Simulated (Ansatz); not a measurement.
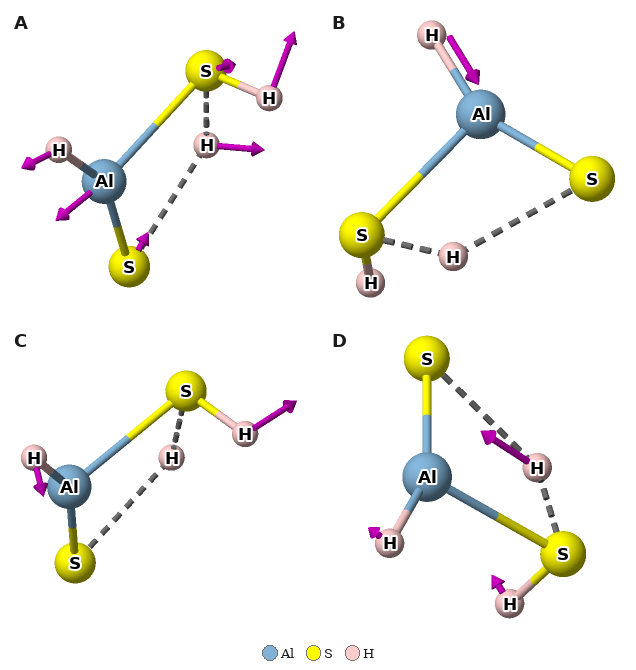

4 normal modes of one molecule or complex, as arrows. Broken sticks mark bonds that form or break. Harmonic vibrations computed with RKS PBE0-D4/def2-TZVP (Ansatz 0.2.0) at a stationary point of the same level. It is a saddle point of order 1.

### Match the panels to the wavenumbers 169i cm⁻¹, 246 cm⁻¹, 504 cm⁻¹, 1968 cm⁻¹.

A: 246 cm⁻¹
B: 1968 cm⁻¹
C: 504 cm⁻¹
D: 169i cm⁻¹
